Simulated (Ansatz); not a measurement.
# SiPNH8: geometry relaxation (part 2 of 2)

SiPNH8; RHF/def2-SVP (Ansatz 0.2.0). It belongs to a series of runs on one base structure; here: end point A relaxed.

Geometry of the input (Å):
```
Si -0.1579  -0.0015  0.2432
N  0.0185  0.1965  2.0051
H  -0.8162  0.3148  2.5501
H  0.7359  0.8154  2.3351
H  1.1759  -0.1033  -0.3690
H  -0.8298  1.1668  -0.3924
H  -1.0149  -1.1715  -0.0277
P  1.5589  -2.8536  0.9923
H  0.8262  -2.7283  -0.1995
H  2.6029  -1.9869  0.6132
H  0.8454  -1.8996  1.7526
```

**Trajectory as extended XYZ, continued**
```
11
Properties=species:S:1:pos:R:3:forces:R:3 step=7 energy=-18736.10657
Si   -0.4590    0.4933    0.1797    0.0599   0.0007  -0.0392
N    -0.1551    0.4543    1.8771   -0.0308  -0.0552  -0.0473
H    -0.9009    0.3168    2.5285   -0.0472  -0.0010   0.0752
H     0.5957    0.9713    2.2884    0.0373   0.0434   0.0079
H     0.8404    0.3719   -0.5214   -0.0065   0.0066  -0.0170
H    -1.1188    1.7269   -0.3244   -0.0066   0.0196   0.0139
H    -1.3423   -0.6437   -0.1671   -0.0111  -0.0098   0.0063
P     1.9720   -3.4486    1.1928   -0.0119   0.0207   0.0047
H     1.2355   -3.4677   -0.0137    0.0112  -0.0002   0.0189
H     3.0237   -2.6476    0.6918   -0.0140  -0.0104   0.0056
H     1.2536   -2.3782    1.7713    0.0196  -0.0145  -0.0291
11
Properties=species:S:1:pos:R:3:forces:R:3 step=8 energy=-18736.10857
Si   -0.4805    0.5335    0.1727   -0.0226   0.0426  -0.0245
N    -0.1686    0.4615    1.8681   -0.0435  -0.0716   0.0120
H    -0.9062    0.2914    2.5243    0.0186   0.0123  -0.0157
H     0.5785    0.9767    2.2887    0.0271   0.0360   0.0011
H     0.8090    0.4228   -0.5491   -0.0095  -0.0006   0.0099
H    -1.1419    1.7823   -0.2978    0.0183  -0.0202   0.0142
H    -1.3754   -0.5923   -0.1848    0.0109   0.0003   0.0021
P     1.9928   -3.4795    1.2352   -0.0446   0.1576  -0.0276
H     1.2760   -3.5600    0.0171    0.0235   0.0004   0.0607
H     3.0716   -2.7356    0.6981   -0.0507  -0.0416   0.0350
H     1.2896   -2.3519    1.7307    0.0726  -0.1153  -0.0672
11
Properties=species:S:1:pos:R:3:forces:R:3 step=9 energy=-18736.11010
Si   -0.4866    0.5429    0.1719   -0.0182   0.0284  -0.0281
N    -0.1686    0.4528    1.8654   -0.0150  -0.0415   0.0381
H    -0.9061    0.2837    2.5218    0.0042   0.0011  -0.0158
H     0.5741    0.9743    2.2875    0.0188   0.0223  -0.0126
H     0.8004    0.4388   -0.5554   -0.0085  -0.0004   0.0094
H    -1.1478    1.7970   -0.2827    0.0102  -0.0150   0.0090
H    -1.3822   -0.5801   -0.1923    0.0079   0.0052  -0.0021
P     1.9928   -3.4774    1.2527   -0.0421   0.1366  -0.0292
H     1.2864   -3.5924    0.0316    0.0289  -0.0009   0.0492
H     3.0855   -2.7644    0.7032   -0.0458  -0.0373   0.0245
H     1.2971   -2.3265    1.6994    0.0597  -0.0984  -0.0425
11
Properties=species:S:1:pos:R:3:forces:R:3 step=10 energy=-18736.11198
Si   -0.5032    0.5697    0.1661   -0.0010  -0.0054   0.0019
N    -0.1627    0.4297    1.8540    0.0040   0.0178   0.0321
H    -0.8957    0.2514    2.5135    0.0031  -0.0054  -0.0245
H     0.5722    0.9636    2.2772   -0.0094  -0.0117  -0.0264
H     0.7757    0.4844   -0.5769   -0.0046   0.0089   0.0019
H    -1.1694    1.8356   -0.2450    0.0064  -0.0102   0.0106
H    -1.4001   -0.5450   -0.2195    0.0003   0.0086   0.0015
P     1.9939   -3.4740    1.2946   -0.0158   0.0958  -0.0619
H     1.3128   -3.6597    0.0676    0.0061   0.0097   0.0686
H     3.1092   -2.8209    0.7170   -0.0378  -0.0202   0.0438
H     1.3122   -2.2860    1.6545    0.0486  -0.0879  -0.0476
11
Properties=species:S:1:pos:R:3:forces:R:3 step=11 energy=-18736.11283
Si   -0.5170    0.5919    0.1598    0.0064   0.0005   0.0431
N    -0.1569    0.4125    1.8418    0.0054   0.0347  -0.0213
H    -0.8840    0.2215    2.5042    0.0026  -0.0060  -0.0192
H     0.5759    0.9493    2.2656   -0.0143  -0.0202  -0.0154
H     0.7547    0.5300   -0.5980   -0.0078   0.0046   0.0020
H    -1.1901    1.8668   -0.2112    0.0049  -0.0182   0.0072
H    -1.4148   -0.5160   -0.2423    0.0012   0.0091  -0.0004
P     1.9998   -3.4750    1.3262   -0.0650   0.1346  -0.0534
H     1.3239   -3.7110    0.1042    0.0568   0.0023   0.0547
H     3.1299   -2.8571    0.7387   -0.0497  -0.0362   0.0087
H     1.3233   -2.2640    1.6140    0.0594  -0.1052  -0.0061
11
Properties=species:S:1:pos:R:3:forces:R:3 step=12 energy=-18736.11371
Si   -0.5258    0.6089    0.1548   -0.0010   0.0060   0.0533
N    -0.1533    0.4063    1.8316   -0.0085   0.0219  -0.0372
H    -0.8748    0.2001    2.4959    0.0151   0.0015  -0.0235
H     0.5808    0.9391    2.2574   -0.0096  -0.0139  -0.0020
H     0.7403    0.5643   -0.6136   -0.0089   0.0017   0.0042
H    -1.2074    1.8863   -0.1915    0.0076  -0.0165   0.0047
H    -1.4233   -0.4955   -0.2567    0.0038   0.0036  -0.0027
P     2.0037   -3.4785    1.3461   -0.0346   0.0907  -0.0511
H     1.3383   -3.7419    0.1250    0.0206   0.0069   0.0510
H     3.1365   -2.8788    0.7470   -0.0282  -0.0178   0.0219
H     1.3298   -2.2613    1.6070    0.0436  -0.0842  -0.0187
11
Properties=species:S:1:pos:R:3:forces:R:3 step=13 energy=-18736.11478
Si   -0.5460    0.6462    0.1448    0.0166  -0.0035   0.0445
N    -0.1453    0.3977    1.8090   -0.0598  -0.0062  -0.0392
H    -0.8528    0.1572    2.4778    0.0474   0.0203  -0.0434
H     0.5930    0.9195    2.2397    0.0017   0.0011   0.0146
H     0.7084    0.6353   -0.6444   -0.0121   0.0097   0.0104
H    -1.2455    1.9261   -0.1546    0.0117  -0.0264   0.0098
H    -1.4360   -0.4565   -0.2870   -0.0060   0.0072   0.0020
P     2.0170   -3.4934    1.3806   -0.0033   0.0065  -0.0161
H     1.3594   -3.7971    0.1666   -0.0042   0.0058   0.0213
H     3.1510   -2.9133    0.7683   -0.0009   0.0034   0.0114
H     1.3417   -2.2729    1.6021    0.0090  -0.0180  -0.0152
11
Properties=species:S:1:pos:R:3:forces:R:3 step=14 energy=-18736.11534
Si   -0.5637    0.6803    0.1346   -0.0005   0.0331   0.0609
N    -0.1363    0.3867    1.7850   -0.0647  -0.0212  -0.0418
H    -0.8307    0.1165    2.4566    0.0534   0.0266  -0.0556
H     0.6044    0.9002    2.2216    0.0039   0.0046   0.0113
H     0.6791    0.7126   -0.6737   -0.0297  -0.0088   0.0208
H    -1.2833    1.9609   -0.1131    0.0221  -0.0303   0.0067
H    -1.4537   -0.4151   -0.3159    0.0154  -0.0028  -0.0029
P     2.0297   -3.5073    1.4174   -0.0019  -0.0061  -0.0181
H     1.3806   -3.8570    0.2113   -0.0048   0.0045   0.0201
H     3.1663   -2.9484    0.7915    0.0104   0.0036   0.0068
H     1.3525   -2.2806    1.5877   -0.0036  -0.0032  -0.0081
11
Properties=species:S:1:pos:R:3:forces:R:3 step=15 energy=-18736.11569
Si   -0.5781    0.7055    0.1294    0.0286   0.0109   0.0566
N    -0.1295    0.3776    1.7682   -0.0597  -0.0049  -0.0416
H    -0.8143    0.0891    2.4416    0.0395   0.0217  -0.0496
H     0.6122    0.8865    2.2086    0.0012   0.0031   0.0010
H     0.6560    0.7612   -0.6912   -0.0299   0.0045   0.0231
H    -1.3082    1.9870   -0.0827    0.0215  -0.0458   0.0078
H    -1.4597   -0.3900   -0.3373   -0.0016   0.0118   0.0022
P     2.0372   -3.5137    1.4429   -0.0208   0.0153  -0.0328
H     1.3946   -3.8999    0.2435    0.0098   0.0092   0.0334
H     3.1779   -2.9722    0.8081   -0.0006  -0.0006   0.0070
H     1.3568   -2.2824    1.5718    0.0121  -0.0251  -0.0071
11
Properties=species:S:1:pos:R:3:forces:R:3 step=16 energy=-18736.11595
Si   -0.5812    0.7122    0.1281    0.0147   0.0089   0.0552
N    -0.1265    0.3739    1.7626   -0.0348   0.0054  -0.0389
H    -0.8091    0.0815    2.4359    0.0185   0.0104  -0.0320
H     0.6137    0.8838    2.2047    0.0005  -0.0001  -0.0048
H     0.6498    0.7794   -0.6951   -0.0195   0.0003   0.0138
H    -1.3166    1.9917   -0.0719    0.0161  -0.0273   0.0053
H    -1.4626   -0.3809   -0.3438    0.0039   0.0039   0.0006
P     2.0389   -3.5144    1.4512   -0.0234   0.0245  -0.0250
H     1.3987   -3.9160    0.2559    0.0152   0.0065   0.0246
H     3.1822   -2.9808    0.8140   -0.0071  -0.0048   0.0028
H     1.3577   -2.2815    1.5613    0.0159  -0.0278  -0.0017
11
Properties=species:S:1:pos:R:3:forces:R:3 step=17 energy=-18736.11627
Si   -0.5905    0.7300    0.1252    0.0066  -0.0023   0.0356
N    -0.1221    0.3683    1.7496   -0.0002   0.0168  -0.0201
H    -0.7993    0.0658    2.4227   -0.0077  -0.0050  -0.0057
H     0.6168    0.8781    2.1944   -0.0002  -0.0038  -0.0097
H     0.6334    0.8204   -0.7042   -0.0013  -0.0012  -0.0001
H    -1.3357    2.0060   -0.0481    0.0004  -0.0038   0.0008
H    -1.4672   -0.3614   -0.3589    0.0019   0.0007  -0.0015
P     2.0442   -3.5199    1.4697   -0.0045   0.0186  -0.0169
H     1.4111   -3.9511    0.2817    0.0002   0.0045   0.0137
H     3.1903   -3.0030    0.8241   -0.0031  -0.0032   0.0075
H     1.3639   -2.2845    1.5468    0.0080  -0.0212  -0.0035
11
Properties=species:S:1:pos:R:3:forces:R:3 step=18 energy=-18736.11646
Si   -0.6024    0.7534    0.1216   -0.0026  -0.0114   0.0081
N    -0.1176    0.3637    1.7337    0.0042   0.0151   0.0014
H    -0.7880    0.0457    2.4067   -0.0045  -0.0051  -0.0046
H     0.6214    0.8705    2.1817    0.0004  -0.0043  -0.0067
H     0.6133    0.8701   -0.7164    0.0015   0.0040   0.0012
H    -1.3614    2.0250   -0.0204    0.0019   0.0011   0.0003
H    -1.4726   -0.3363   -0.3778   -0.0010   0.0010  -0.0005
P     2.0536   -3.5291    1.4908   -0.0077   0.0078  -0.0034
H     1.4228   -3.9914    0.3137    0.0072   0.0008   0.0037
H     3.2030   -3.0302    0.8372   -0.0059  -0.0024  -0.0012
H     1.3730   -2.2928    1.5322    0.0066  -0.0065   0.0017
11
Properties=species:S:1:pos:R:3:forces:R:3 step=19 energy=-18736.11654
Si   -0.6193    0.7839    0.1158    0.0028   0.0111  -0.0021
N    -0.1110    0.3563    1.7112   -0.0194   0.0007   0.0098
H    -0.7707    0.0144    2.3838    0.0172   0.0065  -0.0223
H     0.6291    0.8579    2.1630    0.0002  -0.0027  -0.0032
H     0.5859    0.9413   -0.7324   -0.0123  -0.0047   0.0123
H    -1.3951    2.0507    0.0176    0.0077  -0.0184   0.0026
H    -1.4818   -0.3025   -0.4049    0.0041   0.0068   0.0024
P     2.0648   -3.5404    1.5212   -0.0092   0.0128  -0.0205
H     1.4387   -4.0443    0.3580    0.0069   0.0090   0.0174
H     3.2173   -3.0671    0.8538   -0.0051  -0.0035   0.0043
H     1.3869   -2.3014    1.5159    0.0071  -0.0176  -0.0007
```

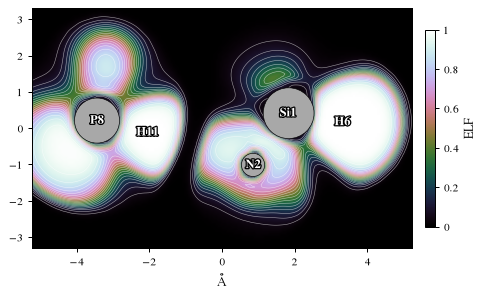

Electron localisation function on the plane of atoms N2, Si1 and H6. Grey discs, where drawn, cover atomic cores. Atoms in the plane: Si, N, H and P. N2···H11 (3.06 Å): the ELF is only about 0 between them; a non-bonded, intermolecular contact. P–H (1.41 Å): the ELF climbs to about 1 towards the hydrogen, as it does in any bond to H. Si–H (1.49 Å): the ELF climbs to about 1 towards the hydrogen.

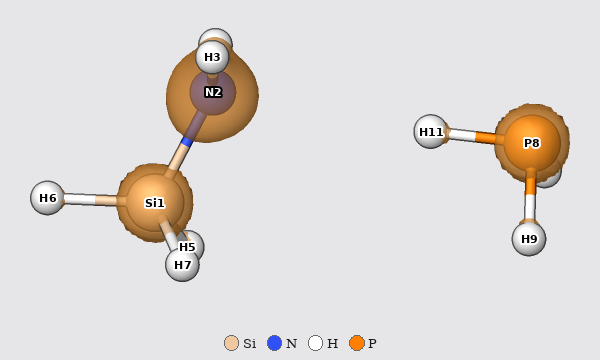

Isosurface of the total electron density at 1.5 e/Å³ (orange), seen at an oblique angle. At this value the surface falls into nine separate pieces. It is pinched off along the N···H (3.06 Å), Si–N (1.73 Å) and P–H (1.41 Å) contacts. On the grid the lowest density along these lines, outside the cores, is 0.03 e/Å³ (N···H, 3.06 Å), 0.89 e/Å³ (Si–N, 1.73 Å), 2.3 e/Å³ (N–H, 1.00 Å) and 1.1 e/Å³ (P–H, 1.41 Å).

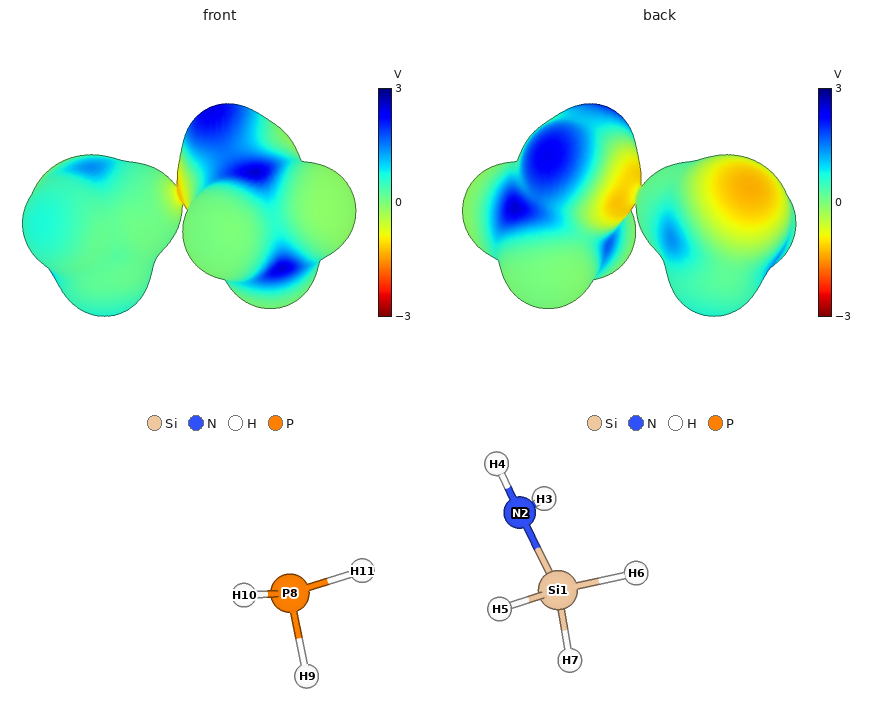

The electrostatic potential painted on the density surface at 0.004 e/bohr³, seen at a tilt and from behind; the colour scale runs from red (negative) to blue (positive). The bare structure is drawn below in the same view.
